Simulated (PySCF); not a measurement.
## Single-point calculation, with input and output: Si$_{2}$H$_{4}$SCl (charge +1)

Si$_{2}$H$_{4}$SCl, charge +1, computed with MP2/def2-SVP, RHF (PySCF 2.14.0).

The geometry is that of the parent species in another charge or spin state. The geometry comes from this level: GFN2-xTB.

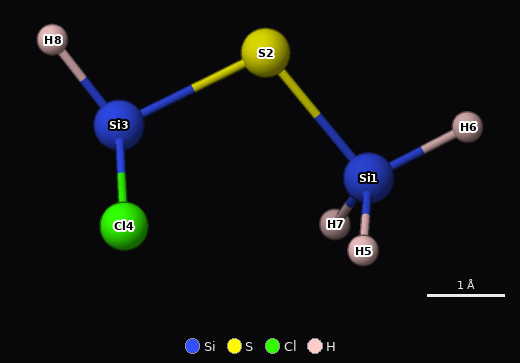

Fig. 1: The structure as given in the input (ball-and-stick view, seen at a tilt; atoms are numbered from 1 in the order of the input).

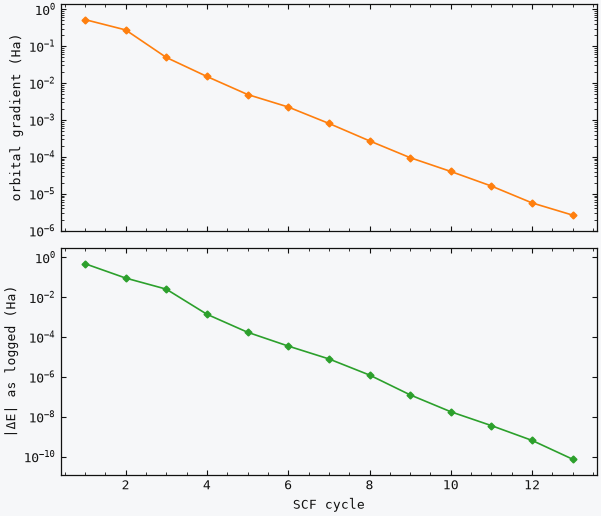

Fig. 2: Convergence of the self-consistent field: orbital gradient and size of the energy change against the SCF cycle. The residual falls at every step.

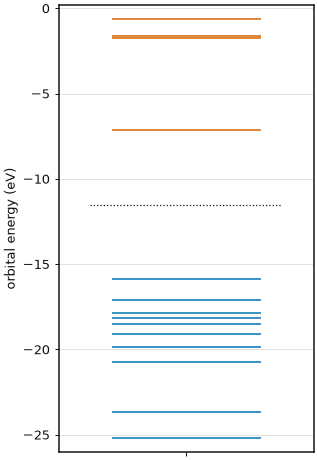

Fig. 3: Orbital energies near the frontier (SCF reference); the dotted line parts filled from empty levels, and levels within 0.02 eV of each other stand side by side. Highest filled −15.88 eV, lowest empty −7.16 eV, 8.72 eV apart.

The input and output of the run follow.

**Input file (run.py)**
```python
from pyscf import gto, scf, mp

system = gto.Mole()
system.atom = '''
Si  -0.668190   1.360740  -0.170880
S    0.313710   0.096520   1.271460
Si   0.388830  -1.840730   0.327070
Cl   1.408190  -1.780800  -1.426110
H    0.066140   1.284420  -1.425420
H   -0.591760   2.671370   0.450650
H   -2.029030   0.860730  -0.317100
H    1.112110  -2.652250   1.290320
'''
system.spin = 0
system.basis = 'def2-svp'
system.charge = 1
system.max_memory = 1860
system.verbose = 4
system.build()

hf = scf.RHF(system)
hf.conv_tol = 1e-10
hf.kernel()
if not hf.converged:
    hf = hf.newton().run(hf.mo_coeff, hf.mo_occ)

pt = mp.MP2(hf).run()
e_tot = pt.e_tot
print(f'total energy: {e_tot:.8f} hartree')
```

Launched with:
```bash
OMP_NUM_THREADS=1 python run.py
```

**Output**
```
PySCF version 2.14.0

[INPUT] num. atoms = 8
[INPUT] num. electrons = 64
[INPUT] charge = 1
[INPUT] spin (= nelec alpha-beta = 2S) = 0
[INPUT] symmetry False subgroup None
[INPUT] Mole.unit = angstrom
[INPUT] Symbol           X                Y                Z      unit          X                Y                Z       unit  Magmom
[INPUT]  1 Si    -0.668190000000   1.360740000000  -0.170880000000 AA   -1.262696099173   2.571425926741  -0.322916400166 Bohr   0.0
[INPUT]  2 S      0.313710000000   0.096520000000   1.271460000000 AA    0.592825982537   0.182396365543   2.402711178339 Bohr   0.0
[INPUT]  3 Si     0.388830000000  -1.840730000000   0.327070000000 AA    0.734782209015  -3.478475569271   0.618072723561 Bohr   0.0
[INPUT]  4 Cl     1.408190000000  -1.780800000000  -1.426110000000 AA    2.661093431351  -3.365224282625  -2.694957323503 Bohr   0.0
[INPUT]  5 H      0.066140000000   1.284420000000  -1.425420000000 AA    0.124986485879   2.427202028914  -2.693653412478 Bohr   0.0
[INPUT]  6 H     -0.591760000000   2.671370000000   0.450650000000 AA   -1.118264331473   5.048157677379   0.851605078035 Bohr   0.0
[INPUT]  7 H     -2.029030000000   0.860730000000  -0.317100000000 AA   -3.834310998526   1.626543967197  -0.599232154100 Bohr   0.0
[INPUT]  8 H      1.112110000000  -2.652250000000   1.290320000000 AA    2.101583320390  -5.012026113878   2.438351413049 Bohr   0.0

nuclear repulsion = 325.619933730382
number of shells = 44
number of NR pGTOs = 172
number of NR cGTOs = 92
basis = def2-svp
ecp = {}

******** <class 'pyscf.scf.hf.RHF'> ********
method = RHF
initial guess = minao
damping factor = 0
level_shift factor = 0
DIIS = <class 'pyscf.scf.diis.CDIIS'>
diis_start_cycle = 1
diis_space = 8
diis_damp = 0
SCF conv_tol = 1e-10
SCF conv_tol_grad = None
SCF max_cycles = 50
direct_scf = True
direct_scf_tol = 1e-13
Set gradient conv threshold to 1e-05
Initial guess from minao.
init E= -1436.89489883039
  HOMO = -0.316336800931086  LUMO = -0.122269174431277  gap/eV = 5.28085
cycle= 1 E= -1436.40891330966  delta_E= 0.486  |g|= 0.526  |ddm|= 2.68
  HOMO = -0.596075663664821  LUMO = -0.35422896508262  gap/eV = 6.58098
cycle= 2 E= -1436.50131077433  delta_E= -0.0924  |g|= 0.276  |ddm|= 1.05
  HOMO = -0.591410531097082  LUMO = -0.273192890632233  gap/eV = 8.65914
cycle= 3 E= -1436.52688870885  delta_E= -0.0256  |g|= 0.0496  |ddm|= 0.39
  HOMO = -0.579051410300287  LUMO = -0.263561662783543  gap/eV = 8.58491
cycle= 4 E= -1436.52829143596  delta_E= -0.0014  |g|= 0.0151  |ddm|= 0.0917
  HOMO = -0.583529454261141  LUMO = -0.263273103564666  gap/eV = 8.71462
cycle= 5 E= -1436.52846666166  delta_E= -0.000175  |g|= 0.00491  |ddm|= 0.033
  HOMO = -0.583217479351381  LUMO = -0.263359469104528  gap/eV = 8.70378
cycle= 6 E= -1436.52850207026  delta_E= -3.54e-05  |g|= 0.00225  |ddm|= 0.0157
  HOMO = -0.583615489707372  LUMO = -0.263190302526874  gap/eV = 8.71921
cycle= 7 E= -1436.52851009094  delta_E= -8.02e-06  |g|= 0.000809  |ddm|= 0.00853
  HOMO = -0.583633343601998  LUMO = -0.263059882316082  gap/eV = 8.72325
cycle= 8 E= -1436.5285113326  delta_E= -1.24e-06  |g|= 0.000272  |ddm|= 0.00379
  HOMO = -0.583659892790292  LUMO = -0.263058885196844  gap/eV = 8.72400
cycle= 9 E= -1436.5285114574  delta_E= -1.25e-07  |g|= 9.53e-05  |ddm|= 0.00123
  HOMO = -0.583659262622142  LUMO = -0.26305863657103  gap/eV = 8.72399
cycle= 10 E= -1436.52851147514  delta_E= -1.77e-08  |g|= 4.03e-05  |ddm|= 0.000457
  HOMO = -0.583663095796983  LUMO = -0.263061243686086  gap/eV = 8.72402
cycle= 11 E= -1436.5285114787  delta_E= -3.56e-09  |g|= 1.62e-05  |ddm|= 0.000212
  HOMO = -0.58366229933777  LUMO = -0.2630590750304  gap/eV = 8.72406
cycle= 12 E= -1436.52851147934  delta_E= -6.43e-10  |g|= 5.66e-06  |ddm|= 9.55e-05
  HOMO = -0.583662282055532  LUMO = -0.263059483920522  gap/eV = 8.72405
cycle= 13 E= -1436.52851147941  delta_E= -7.28e-11  |g|= 2.64e-06  |ddm|= 2.88e-05
  HOMO = -0.583662068711775  LUMO = -0.263059014652296  gap/eV = 8.72405
Extra cycle  E= -1436.52851147942  delta_E= -1.07e-11  |g|= 1.6e-06  |ddm|= 7.23e-06
converged SCF energy = -1436.52851147942

******** <class 'pyscf.mp.mp2.RMP2'> ********
nocc = 32, nmo = 92
E(RMP2) = -1437.01313327545  E_corr = -0.484621796024052
E(SCS-RMP2) = -1437.01207793845  E_corr = -0.483566459026671
E_corr(same-spin) = -0.113053495617913
E_corr(oppo-spin) = -0.371568300406138
total energy: -1437.01313328 hartree
```

**Summary**

```csv
quantity,value
outcome,converged
total energy,−1437.013133 hartree
SCF energy,−1436.528511 hartree
correlation energy,−0.484622 hartree
basis functions,92
HOMO of the SCF reference,−15.88 eV
LUMO of the SCF reference,−7.16 eV
hardware,"1 thread of Arm Neoverse V1, 24 GiB of memory available, shared host"
wall time,2.9 s
peak memory,0.27 GiB
```

**Notes**

The record of the run, not the program, notes: dipole of an ion depends on the origin.
